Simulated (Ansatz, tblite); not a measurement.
# The cluster Al₁₂P₁₂: spin states and exact exchange

Aim: set other spin states of the cluster Al₁₂P₁₂ against its singlet, on many levels of theory.

Computed with Ansatz 0.2.0, Gaussian basis. Level: as each input shows.

Plan: triplet, at the geometry of the singlet (GFN1-xTB, GFN2-xTB, PBE0-D4/def2-SVP, PBE-D4/def2-SVP); the singlet's energies come from earlier runs.

### Step 1. The geometry

The geometry is that of the singlet, from an earlier relaxation (r2SCAN-D4/def2-SVP).

24 atoms, charge 0, spin multiplicity 1.

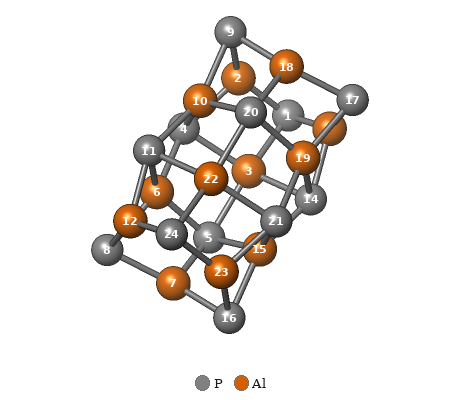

The geometry (phosphorus grey, aluminium orange); atoms are numbered from 1 in the order of the file.

### Step 2. Triplet at the fixed geometry, GFN1-xTB

Tight binding, by tblite at 300 K electronic temperature and without a spin-polarisation term:

```python
tblite.interface.Calculator('GFN1-xTB', numbers, positions, charge=0, uhf=2).singlepoint()
```

Energy -1286.5463 eV; 0.35 s.

### Step 3. Triplet at the fixed geometry, GFN2-xTB

Tight binding, by tblite at 300 K electronic temperature and without a spin-polarisation term:

```python
tblite.interface.Calculator('GFN2-xTB', numbers, positions, charge=0, uhf=2).singlepoint()
```

Energy -1176.8262 eV; 0.72 s.

### Step 4. Triplet at the fixed geometry, PBE0-D4/def2-SVP

The input, in.yaml:

```yaml
crystal:
  periodic: [false, false, false]
  atoms:
    - {symbol: P, position_ang: [-0.012502, -2.530533, -3.655385]}
    - {symbol: Al, position_ang: [-1.646314, -0.941007, -3.310122]}
    - {symbol: Al, position_ang: [-0.006157, -2.136831, -1.255747]}
    - {symbol: P, position_ang: [-2.289487, -1.316504, -1.109921]}
    - {symbol: P, position_ang: [-0.000933, -2.639371, 1.113749]}
    - {symbol: Al, position_ang: [-1.848932, -1.065670, 1.258021]}
    - {symbol: Al, position_ang: [0.004017, -1.891450, 3.312755]}
    - {symbol: P, position_ang: [-2.187284, -1.263709, 3.657830]}
    - {symbol: P, position_ang: [-2.199666, 1.271502, -3.647249]}
    - {symbol: Al, position_ang: [-1.850670, 1.071170, -1.249273]}
    - {symbol: P, position_ang: [-2.281215, 1.322754, 1.119912]}
    - {symbol: Al, position_ang: [-1.628313, 0.946824, 3.317063]}
    - {symbol: Al, position_ang: [1.628217, -0.946439, -3.317821]}
    - {symbol: P, position_ang: [2.280488, -1.323142, -1.120580]}
    - {symbol: Al, position_ang: [1.851872, -1.071955, 1.250411]}
    - {symbol: P, position_ang: [2.198572, -1.270543, 3.649304]}
    - {symbol: P, position_ang: [2.186625, 1.264293, -3.658243]}
    - {symbol: Al, position_ang: [-0.004633, 1.891661, -3.312314]}
    - {symbol: Al, position_ang: [1.849259, 1.065549, -1.258194]}
    - {symbol: P, position_ang: [0.002510, 2.639531, -1.113211]}
    - {symbol: P, position_ang: [2.290617, 1.314593, 1.110066]}
    - {symbol: Al, position_ang: [0.006277, 2.135917, 1.254971]}
    - {symbol: Al, position_ang: [1.645742, 0.941761, 3.310097]}
    - {symbol: P, position_ang: [0.011900, 2.531590, 3.653893]}
basis:
  gaussian: {orbitals: def2-SVP, fitting: {mean_field: def2-universal-jkfit}}
magnetization: {spin_polarized: true, initial_magnetization: 2}
hamiltonian: {xc: pbe0, dispersion: d4}
scf: {omitted_lower_state_checks: [starts]}
output: {orbitals: {seedname: orbitals}}
```

Launch:

```
$ ansatz run in.yaml --threads 2 --pin off --events-out ev --progress --plain --max-ram 22528MiB --backend cuda --devices 0, --max-vram 18GiB
```

Log:

```text
Functional definition: PBE0
  name "PBE0"
  cite "Adamo & Barone, J. Chem. Phys. 110, 6158 (1999) doi:10.1063/1.478522"
  cite "Perdew, Burke & Ernzerhof, Phys. Rev. Lett. 77, 3865 (1996) doi:10.1103/PhysRevLett.77.3865"
  parent pbe
  parameter a = 0.25
  parameter kappa = 0.804
  parameter beta = 0.06672455060314922
  exchange = (1 - a)*pbe_x(kappa = kappa, mu = beta*pi^2/3) + a*exact_x
  correlation = pbe_c(beta = beta)
these checks for a lower state are left out or cut short: starts
3072 factors; integrals over basis functions are off by at most 4.9e-3 eV
mean field evaluation 1: about -190505.3400 eV, gradient 2.9e1 eV
mean field evaluation 2: about -190505.0188 eV, gradient 3.1e1 eV
mean field evaluation 4: about -190511.5129 eV, gradient 1.7e0 eV
mean field evaluation 8: about -190511.5296 eV, gradient 2.5e-1 eV
mean field evaluation 16: about -190511.5302 eV, gradient 2.4e-3 eV
mean field evaluation 32: about -190511.5302 eV, gradient 2.3e-5 eV
mean field -190511.53021114 eV, -7001.1696019061 hartree, gradient 3.4e-6 eV, S^2 2.006576; 0 other end points of the search recorded, 0 dependent functions left out
reference -190511.53026103 eV, -7001.1696037396 hartree; 169, 167 occupied and 263, 265 virtual orbitals, 3072 factors
Total energy: -190514.82498009 eV, -7001.2906824318 hartree
Checks for a lower state left out: starts
```

It took 33 s on 1 × H100 (card shared with other runs) with 2 threads of AMD EPYC 7R13, shared host; peak host memory 1.1 GiB.

HOMO -4.47 eV, LUMO -5.26 eV (over both spins; with the spin held, an empty level of the minority spin lies below the top filled one); ⟨S²⟩ 2.007 (pure: 2.00).

### Step 5. Triplet at the fixed geometry, PBE-D4/def2-SVP

start.molden holds the orbitals of an earlier run on this state, given as this run's starting guess.

Changes to in.yaml since step 4:

```diff
@@ -28,5 +28,5 @@
 basis:
-  gaussian: {orbitals: def2-SVP, fitting: {mean_field: def2-universal-jkfit}}
+  gaussian: {orbitals: def2-SVP, fitting: {mean_field: def2-universal-jkfit}, initial_orbitals: start.molden}
 magnetization: {spin_polarized: true, initial_magnetization: 2}
-hamiltonian: {xc: pbe0, dispersion: d4}
+hamiltonian: {xc: pbe, dispersion: d4}
 scf: {omitted_lower_state_checks: [starts]}
```

Launched as before.

Log:

```text
Functional definition: PBE
  name "PBE"
  cite "Perdew, Burke & Ernzerhof, Phys. Rev. Lett. 77, 3865 (1996) doi:10.1103/PhysRevLett.77.3865"
  parent pbe
  parameter kappa = 0.804
  parameter beta = 0.06672455060314922
  exchange = pbe_x(kappa = kappa, mu = beta*pi^2/3)
  correlation = pbe_c(beta = beta)
these checks for a lower state are left out or cut short: starts
3072 factors; integrals over basis functions are off by at most 4.9e-3 eV
mean field evaluation 1: about -190494.6296 eV, gradient 1.0e1 eV
mean field evaluation 2: about -190495.0501 eV, gradient 5.4e-1 eV
mean field evaluation 4: about -190495.0477 eV, gradient 4.7e-2 eV
mean field evaluation 8: about -190495.0488 eV, gradient 6.5e-4 eV
mean field evaluation 16: about -190495.0488 eV, gradient 4.0e-5 eV
mean field -190495.04878452 eV, -7000.5639206495 hartree, gradient 2.1e-6 eV, S^2 2.002599; 0 other end points of the search recorded, 0 dependent functions left out
reference -190495.04885083 eV, -7000.5639230862 hartree; 169, 167 occupied and 263, 265 virtual orbitals, 3072 factors
Total energy: -190498.66815243 eV, -7000.6969299668 hartree
Checks for a lower state left out: starts
```

It took 14 s on 1 × H100 (card shared with other runs) with 2 threads of AMD EPYC 7R13, shared host; peak host memory 1.1 GiB.

Report: HOMO -4.15 eV, LUMO -5.35 eV (over both spins; with the spin held, an empty level of the minority spin lies below the top filled one); ⟨S²⟩ 2.003 (pure: 2.00).

### Step 6. Triplet less singlet, vertical

The singlet's energies are those of its earlier runs, whose logs aren't repeated here.

```
           level  triplet less singlet, vertical (kJ/mol)   time
        GFN1-xTB                                    +52.5  0.6 s
        GFN2-xTB                                   +145.6  1.2 s
 PBE-D4/def2-SVP                                   +119.1   19 s
PBE0-D4/def2-SVP                                   +168.6   41 s
```

Times add the two runs; a level without a time comes out of a correlated run. Tight binding without a spin term can't rank spin states.

### Step 7. Outcome

| quantity | value |
| --- | --- |
| triplet less singlet, vertical, functionals in def2-SVP | +119.1 (PBE-D4) to +168.6 kJ/mol (PBE0-D4) |

All functionals put the triplet above the singlet, over a spread of 49.5 kJ/mol. The checks for a lower triplet were left out, so another state of that spin may lie lower. These are electronic energies, without zero-point motion, entropy or surroundings.
